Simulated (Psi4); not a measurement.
# triplet CH4S2 at 4 levels

We compute a comparison of 4 runs (UB3LYP/6-31G*, UHSE06/aug-cc-pVDZ, UCCSD/aug-cc-pVDZ) of triplet CH4S2. 

The results are computed with Psi4 1.11.

2 further runs of the same task are left out: 2 set aside as unsound or not needed.

**1. The molecule**

The species is CH4S2 (7 atoms), meant as a triplet with charge 0. As SMILES of the parent species, `CSS`. The coordinates come from a PBE0-D4/def2-TZVP relaxation. This is one conformer, not always the lowest. That shape belongs to the parent species and isn't relaxed for this state.

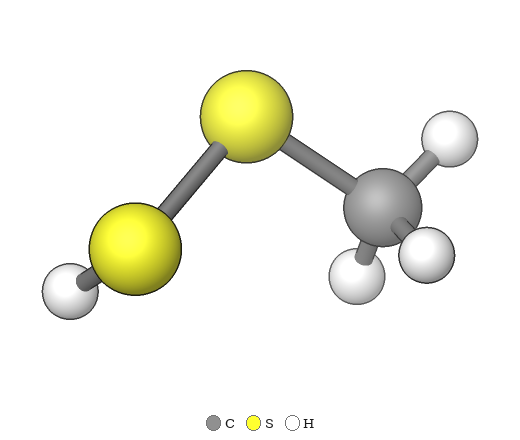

The structure, seen from a chosen angle (carbon grey, sulfur yellow, hydrogen white).

**2. The energy at UB3LYP/6-31G(d) (spherical functions) (run 1)**

Input file job.in:

```
memory 1600 mb

molecule molecule1 {
  0 3
  C
  S 1 1.802444
  S 2 2.036867 1 103.00152
  H 1 1.089785 2 111.10363 3 66.36618
  H 1 1.089247 4 110.3557 2 123.27932
  H 1 1.092726 5 109.30298 4 -120.12181
  H 3 1.348768 2 99.27326 1 -87.63011
  symmetry c1
}

set {
  basis                6-31G*
  reference            uks
  puream               true
  e_convergence        1e-09
  d_convergence        1e-08
  scf_type             pk
  dft_radial_points    99
  dft_spherical_points 590
  maxiter              100
}

energy('b3lyp')
```

Launch:

```bash
$ psi4 -n 1 job.in job.out
```

job.out:

```text
[...]
  Running in c1 symmetry.
[...]
  Nuclear repulsion =  150.145597184467590
[...]
  Multiplicity = 3
[...]
  Nalpha       = 22
  Nbeta        = 20
[...]
    Number of basis functions: 58
[...]
   @UKS iter   1:  -836.56160614556234    5.66209e-02   9.24893e-03 DIIS/ADIIS
[...]
   @UKS iter  18:  -836.72834251217046    1.13687e-13   4.97559e-09 DIIS
[...]
   @S^2 Observed:                2.005217931E+00
[...]
    Orbital Energies [Eh]
    ---------------------
    Alpha Occupied:
       1A    -88.898164     2A    -88.845767     3A    -10.222690
       4A     -7.977287     5A     -7.929846     6A     -5.941896
       7A     -5.938004     8A     -5.933814     9A     -5.892750
      10A     -5.891028    11A     -5.884921    12A     -0.847297
      13A     -0.740416    14A     -0.640123    15A     -0.475229
      16A     -0.460481    17A     -0.432160    18A     -0.400531
      19A     -0.351679    20A     -0.293426    21A     -0.262109
      22A     -0.095357
    Alpha Virtual:
      23A      0.026520    24A      0.036388    25A      0.105582
[...]
  @UKS Final Energy:  -836.72834251217046
   => Energetics <=
    Nuclear Repulsion Energy =            150.1455971844675901
    One-Electron Energy =               -1452.2061186656324026
    Two-Electron Energy =                 512.3782442309567386
    DFT Exchange-Correlation Energy =     -47.0460652619623190
    Empirical Dispersion Energy =           0.0000000000000000
    VV10 Nonlocal Energy =                  0.0000000000000000
    Total Energy =                       -836.7283425121704568
[...]
 Multipole Moments:
 ------------------------------------------------------------------------------------
     Multipole            Electronic (a.u.)      Nuclear  (a.u.)        Total (a.u.)
 ------------------------------------------------------------------------------------
 L = 1.  Multiply by 2.5417464519 to convert [e a0] to [Debye]
 Dipole X            :          0.7002644           -1.1752013           -0.4749369
 Dipole Y            :         -0.6108925            1.0706481            0.4597556
 Dipole Z            :          4.0672564           -5.0230278           -0.9557714
 Magnitude           :                                                    1.1620840
[...]
```

Run time: 30 s. Hardware: 1 thread of Intel Xeon Platinum 8259CL at 2.50GHz (Skylake/Cascade Lake), shared host; peak memory 0.8 GiB.

**3. Energy and gradient at UB3LYP/6-31G(d) (Cartesian functions) (run 2)**

Input file ch4s2.xyz:

```xyz
7
CH4S2
C     -0.757700     0.531000    -0.254500
S      0.410700     0.313400     1.100600
S      1.938900    -0.712100     0.227800
H     -1.170500    -0.425600    -0.574100
H     -0.285300     1.039300    -1.094100
H     -1.562500     1.156200     0.139800
H      1.487600    -1.970200     0.408600
```

Input file ch4s2_ase.py:

```python
import numpy as np
from ase.calculators.psi4 import Psi4
from ase.io import read

atoms = read('ch4s2.xyz')
calc = Psi4(atoms=atoms, method='b3lyp', basis='6-31G*', memory='1600MB', num_threads=1, charge=0, multiplicity=3, label='calc', reference='uks')
calc.psi4.set_options({'puream': False, 'e_convergence': 1e-09, 'd_convergence': 1e-08, 'scf_type': 'pk', 'dft_radial_points': 99, 'dft_spherical_points': 590, 'maxiter': 100})
atoms.calc = calc

forces = atoms.get_forces()
print(f'energy: {atoms.get_potential_energy():.6f} eV')
print('forces / eV A^-1')
print(np.round(forces, 5))
```

Launch:

```bash
$ python ch4s2_ase.py
```

calc.dat:

```text
[...]
  Running in c1 symmetry.
[...]
  Nuclear repulsion =  150.145612430684537
[...]
  Multiplicity = 3
[...]
  Nalpha       = 22
  Nbeta        = 20
[...]
    Number of basis functions: 61
[...]
   @UKS iter   1:  -836.56623978928803    5.17899e-02   9.05623e-03 ADIIS/DIIS
[...]
   @UKS iter  18:  -836.73494529539130    6.82121e-13   5.85245e-09 DIIS
[...]
   @S^2 Observed:                2.005231936E+00
[...]
  @UKS Final Energy:  -836.73494529539130
   => Energetics <=
    Nuclear Repulsion Energy =            150.1456124306845368
    One-Electron Energy =               -1452.0712803985170467
    Two-Electron Energy =                 512.2020553358549932
    DFT Exchange-Correlation Energy =     -47.0113326634139099
    Empirical Dispersion Energy =           0.0000000000000000
    VV10 Nonlocal Energy =                  0.0000000000000000
    Total Energy =                       -836.7349452953912987
[...]
 Multipole Moments:
 ------------------------------------------------------------------------------------
     Multipole            Electronic (a.u.)      Nuclear  (a.u.)        Total (a.u.)
 ------------------------------------------------------------------------------------
 L = 1.  Multiply by 2.5417464519 to convert [e a0] to [Debye]
 Dipole X            :          3.3231647           -4.4391719           -1.1160072
 Dipole Y            :         -0.1847323            0.1144317           -0.0703006
 Dipole Z            :          2.5136101           -2.8352872           -0.3216772
 Magnitude           :                                                    1.1635680
[...]
  -Total Gradient:
     Atom            X                  Y                   Z
    ------   -----------------  -----------------  -----------------
       1        0.020140813392     0.000606650695    -0.011722888835
       2        0.093568534393    -0.082227015170    -0.059158724271
       3       -0.117899804842     0.074640064016     0.047519448278
       4        0.000339393681     0.003896847089     0.004520285025
       5       -0.005971830416     0.001206894353     0.001473264369
       6        0.002717063613     0.000526983362     0.005321664056
       7        0.007103207681     0.001351575072     0.012047849319
[...]
```

On the terminal:

```text
energy: -22768.717597 eV
forces / eV A^-1
[[-1.03568 -0.0312   0.60282]
 [-4.81149  4.22828  3.04206]
 [ 6.06265 -3.83815 -2.44355]
 [-0.01745 -0.20038 -0.23244]
 [ 0.30708 -0.06206 -0.07576]
 [-0.13972 -0.0271  -0.27365]
 [-0.36526 -0.0695  -0.61953]]
```

Wall time 36 s (1 thread of Intel Xeon Platinum 8259CL at 2.50GHz (Skylake/Cascade Lake), shared host); peak memory 0.84 GiB.

Run 3 isn't shown in full; the table further down has it.

**4. The energy at UCCSD/aug-cc-pVDZ (run 4)**

Input file ch4s2.py:

```python
import psi4

psi4.set_memory('1600 MB')
psi4.set_num_threads(1)
psi4.core.set_output_file('ch4s2.out', False)

m = psi4.geometry("""
0 3
C     -0.757700     0.531000    -0.254500
S      0.410700     0.313400     1.100600
S      1.938900    -0.712100     0.227800
H     -1.170500    -0.425600    -0.574100
H     -0.285300     1.039300    -1.094100
H     -1.562500     1.156200     0.139800
H      1.487600    -1.970200     0.408600
symmetry c1
no_reorient
no_com
""")

options = {'basis': 'aug-cc-pVDZ', 'reference': 'uhf', 'puream': True, 'e_convergence': 1e-09, 'd_convergence': 1e-08, 'scf_type': 'pk', 'num_frozen_docc': 11, 'maxiter': 100}
psi4.set_options(options)

energy_value = psi4.energy('ccsd', molecule=m)
print('E =', round(energy_value, 9))
```

Launch:

```bash
$ python ch4s2.py
```

ch4s2.out:

```text
[...]
  Running in c1 symmetry.
[...]
  Nuclear repulsion =  150.145612430684537
[...]
  Multiplicity = 3
[...]
  Nalpha       = 22
  Nbeta        = 20
[...]
    Number of basis functions: 113
[...]
   @UHF iter   1:  -835.01831983335978   -1.19527e-01   2.93543e-03 ADIIS/DIIS
[...]
   @UHF iter  20:  -835.11636522317508   -7.61702e-12   4.59060e-09 DIIS
[...]
   @S^2 Observed:                2.028647944E+00
[...]
    Orbital Energies [Eh]
    ---------------------
    Alpha Occupied:
       1A    -92.035542     2A    -91.928034     3A    -11.288702
       4A     -9.039195     5A     -8.936421     6A     -6.731503
       7A     -6.720354     8A     -6.712967     9A     -6.624324
      10A     -6.614361    11A     -6.611931    12A     -1.140353
      13A     -0.984893    14A     -0.873875    15A     -0.648059
      16A     -0.633704    17A     -0.584092    18A     -0.543909
      19A     -0.505502    20A     -0.448705    21A     -0.362133
      22A     -0.192267
    Alpha Virtual:
      23A      0.030106    24A      0.047732    25A      0.055519
[...]
  @UHF Final Energy:  -835.11636522317508
   => Energetics <=
    Nuclear Repulsion Energy =            150.1456124306845368
    One-Electron Energy =               -1451.4038297845445413
    Two-Electron Energy =                 466.1418521306848106
    Total Energy =                       -835.1163652231750802
  UHF NO Occupations:
  HONO-2 :   20  A 1.9935445
  HONO-1 :   21  A 1.0000000
[...]
 Multipole Moments:
 ------------------------------------------------------------------------------------
     Multipole            Electronic (a.u.)      Nuclear  (a.u.)        Total (a.u.)
 ------------------------------------------------------------------------------------
 L = 1.  Multiply by 2.5417464519 to convert [e a0] to [Debye]
 Dipole X            :        -60.9137812           59.5579314           -1.3558498
 Dipole Y            :          6.6879863           -6.4127856            0.2752006
 Dipole Z            :        -35.3220836           35.1632679           -0.1588158
 Magnitude           :                                                    1.3925827
[...]
      * MP2 total energy                      = -835.542433422801878
[...]
      * CCSD total energy                     = -835.590042490733481
```

Standard output:

```text
E = -835.590042491
```

It took 4.2 min on 1 thread of Intel Xeon Platinum 8259CL at 2.50GHz (Skylake/Cascade Lake), shared host; peak memory 1.3 GiB.

**5. Overview of the runs**

| run | level | task | Cartesian functions | energy (Eh) | dipole moment (D) | HOMO energy (eV) | ⟨S²⟩ | wall time |
| --- | --- | --- | --- | --- | --- | --- | --- | --- |
| 1 | UB3LYP/6-31G* (spherical functions) | energy | no | -836.728343 | 2.95 | -2.59 | 2.005 | 30 s |
| 2 | UB3LYP/6-31G* (Cartesian functions) | gradient | yes | -836.734945 | 2.96 | -2.60 | 2.005 | 36 s |
| 3 | UHSE06/aug-cc-pVDZ | gradient | no | -836.466914 | 2.96 | -2.68 | 2.008 | 4.1 min |
| 4 | UCCSD/aug-cc-pVDZ | energy | no | -835.590042 | – | -5.23 | 2.029 | 4.2 min |

**6. Results**

| quantity | value |
| --- | --- |
| run 4: total energy | -835.59004 Eh |
| run 4: HOMO energy (Hartree–Fock orbitals) (highest over α and β) | -5.23 eV |
| run 4: LUMO energy (Hartree–Fock orbitals) (lowest over α and β) | -0.48 eV |
| run 4: correlation energy (11 core orbitals frozen) | -473.7 mEh |
| run 4: ⟨S²⟩ of the reference determinant | 2.029 |
| run 4: T1 diagnostic | 0.039 |

Over runs 1, 2, 3 the dipole moment (its size) runs from 2.95 D (UB3LYP/6-31G*) to 2.96 D (UHSE06/aug-cc-pVDZ). The two ends differ in method and basis. Totals of different functionals can't be ranked against each other. All runs together took 9.4 min, the longest 4.2 min.
